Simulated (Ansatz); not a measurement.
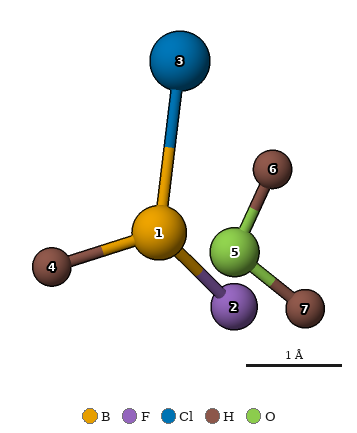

Figure 1. The starting structure (ball-and-stick view, seen at a tilt; atoms are numbered from 1 in the order of the input).

## BH₃ClOF: nudged elastic band (part 1 of 2)

The run: nudged elastic band of BH₃ClOF. Method and program: RKS PBE0/cc-pVDZ (Ansatz 0.2.0).

The run did not end well. It belongs to a series of runs on one base structure; here: band between the two ends.

## Log
```
Engine: ansatz 0.2.0, x86_64-unknown-linux-gnu
Functional definition: PBE0
  parameter a = 0.25
  parameter kappa = 0.804
  parameter beta = 0.06672455060314922
  exchange = (1 - a)*pbe_x(kappa = kappa, mu = beta*pi^2/3) + a*exact_x
  correlation = pbe_c(beta = beta)
791 factors; integrals over basis functions are off by at most 5.6e-4 eV
mean field evaluation 1: about -18002.4214 eV, gradient 4.0e1 eV
mean field evaluation 2: about -18001.0351 eV, gradient 5.0e1 eV
mean field evaluation 4: about -18005.0200 eV, gradient 7.4e-1 eV
mean field evaluation 8: about -18005.0678 eV, gradient 4.8e-2 eV
mean field -18005.06781106 eV, -661.6740377830 hartree, gradient 2.5e-5 eV, S^2 0.000000; 0 other end points of the search recorded, 0 dependent functions left out
the calculation of the forces begins
reference -18005.06783073 eV, -661.6740385060 hartree; 21, 21 occupied and 54, 54 virtual orbitals, 791 factors
793 factors; integrals over basis functions are off by at most 7.6e-4 eV
mean field evaluation 16: about -18001.2798 eV, gradient 4.6e1 eV
mean field -18004.71031157 eV, -661.6608999191 hartree, gradient 4.8e-5 eV, S^2 0.000000; 0 other end points of the search recorded, 0 dependent functions left out
[... from here on the field's lines of each further geometry are left out, up to the last ...]
NEB iter   1: max|band force component| = 8.261e0 eV/Å  barrier→ = 4.2000 eV  barrier← = 3.8425 eV  Δτ_max = 0.1316 Å  (173 SCF iters)
NEB iter   2: max|band force component| = 5.421e0 eV/Å  barrier→ = 2.9214 eV  barrier← = 2.5639 eV  Δτ_max = 0.0295 Å  (153 SCF iters)
NEB iter   3: max|band force component| = 3.487e0 eV/Å  barrier→ = 2.7738 eV  barrier← = 2.4163 eV  Δτ_max = 0.0484 Å  (151 SCF iters)
NEB iter   4: max|band force component| = 2.897e0 eV/Å  barrier→ = 2.5078 eV  barrier← = 2.1503 eV  Δτ_max = 0.0477 Å  (150 SCF iters)
NEB iter   5: max|band force component| = 3.529e0 eV/Å  barrier→ = 2.1730 eV  barrier← = 1.8155 eV  Δτ_max = 0.0165 Å  (151 SCF iters)
NEB iter   6: max|band force component| = 2.377e0 eV/Å  barrier→ = 2.1012 eV  barrier← = 1.7437 eV  Δτ_max = 0.0243 Å  (153 SCF iters)
NEB iter   7: max|band force component| = 2.048e0 eV/Å  barrier→ = 1.9703 eV  barrier← = 1.6128 eV  Δτ_max = 0.0268 Å  (150 SCF iters)
NEB iter   8: max|band force component| = 1.981e0 eV/Å  barrier→ = 1.8054 eV  barrier← = 1.4479 eV  Δτ_max = 0.0102 Å  (150 SCF iters)
NEB iter   9: max|band force component| = 1.709e0 eV/Å  barrier→ = 1.7689 eV  barrier← = 1.4114 eV  Δτ_max = 0.0165 Å  (146 SCF iters)
NEB iter  10: max|band force component| = 1.564e0 eV/Å  barrier→ = 1.7028 eV  barrier← = 1.3453 eV  Δτ_max = 0.0205 Å  (151 SCF iters)
NEB iter  11: max|band force component| = 1.478e0 eV/Å  barrier→ = 1.6192 eV  barrier← = 1.2617 eV  Δτ_max = 0.0064 Å  (150 SCF iters)
NEB iter  12: max|band force component| = 1.379e0 eV/Å  barrier→ = 1.6000 eV  barrier← = 1.2425 eV  Δτ_max = 0.0118 Å  (130 SCF iters)
NEB iter  13: max|band force component| = 1.205e0 eV/Å  barrier→ = 1.5646 eV  barrier← = 1.2071 eV  Δτ_max = 0.0172 Å  (145 SCF iters)
NEB iter  14: max|band force component| = 1.046e0 eV/Å  barrier→ = 1.5180 eV  barrier← = 1.1605 eV  Δτ_max = 0.0223 Å  (152 SCF iters)
NEB iter  15: max|band force component| = 9.603e-1 eV/Å  barrier→ = 1.4663 eV  barrier← = 1.1088 eV  Δτ_max = 0.0270 Å  (153 SCF iters)
NEB iter  16: max|band force component| = 1.037e0 eV/Å  barrier→ = 1.4130 eV  barrier← = 1.0555 eV  Δτ_max = 0.0318 Å  (150 SCF iters)
NEB iter  17: max|band force component| = 1.136e0 eV/Å  barrier→ = 1.3566 eV  barrier← = 0.9991 eV  Δτ_max = 0.0411 Å  (150 SCF iters)
NEB iter  18: max|band force component| = 1.178e0 eV/Å  barrier→ = 1.2831 eV  barrier← = 0.9256 eV  Δτ_max = 0.0518 Å  (149 SCF iters)
NEB iter  19: max|band force component| = 1.032e0 eV/Å  barrier→ = 1.1808 eV  barrier← = 0.8233 eV  Δτ_max = 0.0637 Å  (148 SCF iters)
NEB iter  20: max|band force component| = 7.996e-1 eV/Å  barrier→ = 1.0490 eV  barrier← = 0.6915 eV  Δτ_max = 0.0053 Å  (148 SCF iters)
NEB iter  21: max|band force component| = 7.107e-1 eV/Å  barrier→ = 1.0313 eV  barrier← = 0.6738 eV  Δτ_max = 0.0100 Å  (122 SCF iters)
NEB iter  22: max|band force component| = 6.481e-1 eV/Å  barrier→ = 0.9993 eV  barrier← = 0.6418 eV  Δτ_max = 0.0144 Å  (138 SCF iters)
NEB iter  23: max|band force component| = 7.071e-1 eV/Å  barrier→ = 0.9569 eV  barrier← = 0.5994 eV  Δτ_max = 0.0196 Å  (136 SCF iters)
NEB iter  24: max|band force component| = 6.630e-1 eV/Å  barrier→ = 0.9061 eV  barrier← = 0.5486 eV  Δτ_max = 0.0248 Å  (144 SCF iters)
NEB iter  25: max|band force component| = 5.421e-1 eV/Å  barrier→ = 0.8537 eV  barrier← = 0.4962 eV  Δτ_max = 0.0283 Å  (144 SCF iters)
NEB iter  26: max|band force component| = 5.552e-1 eV/Å  barrier→ = 0.8877 eV  barrier← = 0.5302 eV  Δτ_max = 0.0336 Å  (144 SCF iters)
NEB iter  27: max|band force component| = 6.298e-1 eV/Å  barrier→ = 0.9231 eV  barrier← = 0.5656 eV  Δτ_max = 0.0394 Å  (143 SCF iters)
NEB iter  28: max|band force component| = 6.440e-1 eV/Å  barrier→ = 0.9553 eV  barrier← = 0.5978 eV  Δτ_max = 0.0484 Å  (142 SCF iters)
NEB iter  29: max|band force component| = 5.218e-1 eV/Å  barrier→ = 0.9779 eV  barrier← = 0.6204 eV  Δτ_max = 0.0592 Å  (148 SCF iters)
NEB iter  30: max|band force component| = 4.809e-1 eV/Å  barrier→ = 0.9825 eV  barrier← = 0.6250 eV  CI = image 2  Δτ_max = 0.0712 Å  (148 SCF iters)
NEB iter  31: max|band force component| = 4.851e-1 eV/Å  barrier→ = 0.9556 eV  barrier← = 0.5981 eV  CI = image 2  Δτ_max = 0.0113 Å  (147 SCF iters)
NEB iter  32: max|band force component| = 4.381e-1 eV/Å  barrier→ = 0.9503 eV  barrier← = 0.5928 eV  CI = image 2  Δτ_max = 0.0087 Å  (146 SCF iters)
NEB iter  33: max|band force component| = 3.898e-1 eV/Å  barrier→ = 0.9472 eV  barrier← = 0.5897 eV  CI = image 2  Δτ_max = 0.0078 Å  (130 SCF iters)
NEB iter  34: max|band force component| = 3.579e-1 eV/Å  barrier→ = 0.9447 eV  barrier← = 0.5872 eV  CI = image 2  Δτ_max = 0.0073 Å  (130 SCF iters)
NEB iter  35: max|band force component| = 3.237e-1 eV/Å  barrier→ = 0.9426 eV  barrier← = 0.5851 eV  CI = image 2  Δτ_max = 0.0066 Å  (123 SCF iters)
NEB iter  36: max|band force component| = 2.991e-1 eV/Å  barrier→ = 0.9408 eV  barrier← = 0.5833 eV  CI = image 2  Δτ_max = 0.0062 Å  (123 SCF iters)
NEB iter  37: max|band force component| = 2.739e-1 eV/Å  barrier→ = 0.9391 eV  barrier← = 0.5816 eV  CI = image 2  Δτ_max = 0.0058 Å  (122 SCF iters)
NEB iter  38: max|band force component| = 2.547e-1 eV/Å  barrier→ = 0.9376 eV  barrier← = 0.5801 eV  CI = image 2  Δτ_max = 0.0055 Å  (120 SCF iters)
NEB iter  39: max|band force component| = 2.359e-1 eV/Å  barrier→ = 0.9362 eV  barrier← = 0.5787 eV  CI = image 2  Δτ_max = 0.0052 Å  (117 SCF iters)
NEB iter  40: max|band force component| = 2.210e-1 eV/Å  barrier→ = 0.9349 eV  barrier← = 0.5774 eV  CI = image 2  Δτ_max = 0.0049 Å  (116 SCF iters)
NEB iter  41: max|band force component| = 2.067e-1 eV/Å  barrier→ = 0.9336 eV  barrier← = 0.5761 eV  CI = image 2  Δτ_max = 0.0047 Å  (117 SCF iters)
NEB iter  42: max|band force component| = 1.952e-1 eV/Å  barrier→ = 0.9325 eV  barrier← = 0.5750 eV  CI = image 2  Δτ_max = 0.0045 Å  (117 SCF iters)
NEB iter  43: max|band force component| = 1.842e-1 eV/Å  barrier→ = 0.9314 eV  barrier← = 0.5739 eV  CI = image 2  Δτ_max = 0.0043 Å  (110 SCF iters)
NEB iter  44: max|band force component| = 1.785e-1 eV/Å  barrier→ = 0.9303 eV  barrier← = 0.5728 eV  CI = image 2  Δτ_max = 0.0042 Å  (109 SCF iters)
NEB iter  45: max|band force component| = 1.744e-1 eV/Å  barrier→ = 0.9293 eV  barrier← = 0.5718 eV  CI = image 2  Δτ_max = 0.0040 Å  (110 SCF iters)
NEB iter  46: max|band force component| = 1.698e-1 eV/Å  barrier→ = 0.9284 eV  barrier← = 0.5709 eV  CI = image 2  Δτ_max = 0.0039 Å  (110 SCF iters)
NEB iter  47: max|band force component| = 1.659e-1 eV/Å  barrier→ = 0.9275 eV  barrier← = 0.5700 eV  CI = image 2  Δτ_max = 0.0038 Å  (110 SCF iters)
NEB iter  48: max|band force component| = 1.618e-1 eV/Å  barrier→ = 0.9267 eV  barrier← = 0.5692 eV  CI = image 2  Δτ_max = 0.0037 Å  (106 SCF iters)
NEB iter  49: max|band force component| = 1.580e-1 eV/Å  barrier→ = 0.9259 eV  barrier← = 0.5684 eV  CI = image 2  Δτ_max = 0.0035 Å  (106 SCF iters)
NEB iter  50: max|band force component| = 1.541e-1 eV/Å  barrier→ = 0.9251 eV  barrier← = 0.5676 eV  CI = image 2  Δτ_max = 0.0034 Å  (101 SCF iters)
NEB iter  51: max|band force component| = 1.505e-1 eV/Å  barrier→ = 0.9244 eV  barrier← = 0.5669 eV  CI = image 2  Δτ_max = 0.0033 Å  (103 SCF iters)
NEB iter  52: max|band force component| = 1.469e-1 eV/Å  barrier→ = 0.9237 eV  barrier← = 0.5662 eV  CI = image 2  Δτ_max = 0.0033 Å  (103 SCF iters)
NEB iter  53: max|band force component| = 1.435e-1 eV/Å  barrier→ = 0.9231 eV  barrier← = 0.5656 eV  CI = image 2  Δτ_max = 0.0032 Å  (101 SCF iters)
NEB iter  54: max|band force component| = 1.400e-1 eV/Å  barrier→ = 0.9225 eV  barrier← = 0.5650 eV  CI = image 2  Δτ_max = 0.0031 Å  (102 SCF iters)
NEB iter  55: max|band force component| = 1.368e-1 eV/Å  barrier→ = 0.9219 eV  barrier← = 0.5644 eV  CI = image 2  Δτ_max = 0.0030 Å  (102 SCF iters)
NEB iter  56: max|band force component| = 1.335e-1 eV/Å  barrier→ = 0.9214 eV  barrier← = 0.5639 eV  CI = image 2  Δτ_max = 0.0029 Å  (102 SCF iters)
NEB iter  57: max|band force component| = 1.304e-1 eV/Å  barrier→ = 0.9209 eV  barrier← = 0.5634 eV  CI = image 2  Δτ_max = 0.0028 Å  (102 SCF iters)
NEB iter  58: max|band force component| = 1.273e-1 eV/Å  barrier→ = 0.9204 eV  barrier← = 0.5629 eV  CI = image 2  Δτ_max = 0.0028 Å  (101 SCF iters)
NEB iter  59: max|band force component| = 1.243e-1 eV/Å  barrier→ = 0.9199 eV  barrier← = 0.5624 eV  CI = image 2  Δτ_max = 0.0027 Å  (101 SCF iters)
the calculation of the forces begins
reference -18004.68276447 eV, -661.6598875820 hartree; 21, 21 occupied and 54, 54 virtual orbitals, 793 factors
these checks for a lower state are left out or cut short: starts, cluster_reference, orbital_swaps, neighbouring_geometries, increment
793 factors; integrals over basis functions are off by at most 7.7e-4 eV
mean field -18004.69874985 eV, -661.6604750337 hartree, gradient 8.8e-5 eV, S^2 0.000000; 0 other end points of the search recorded, 0 dependent functions left out
the calculation of the forces begins
reference -18004.69876929 eV, -661.6604757484 hartree; 21, 21 occupied and 54, 54 virtual orbitals, 793 factors
NEB iter  60: max|band force component| = 1.213e-1 eV/Å  barrier→ = 0.9195 eV  barrier← = 0.5620 eV  CI = image 2  Δτ_max = 0.0026 Å  (98 SCF iters)
```

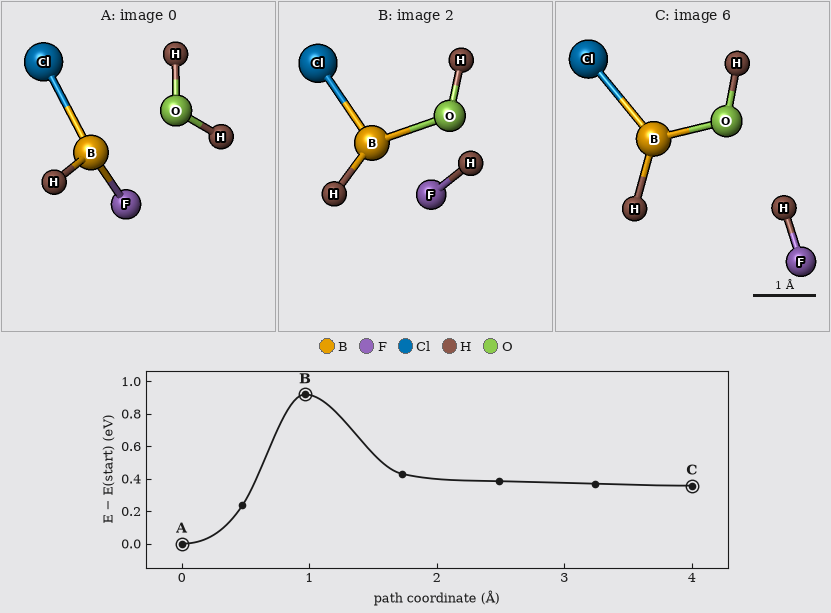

Figure 2. Images of the last band (counted from 0; ball-and-stick, seen at a tilt) above the energy along the path; the line is a cubic interpolation that uses the forces. The highest image is number 2, 0.919 eV above the start and 0.562 eV above the end (the climbing image); the end lies 0.357 eV above the start. The path is 4.00 Å long. The band had not converged after 60 iterations.
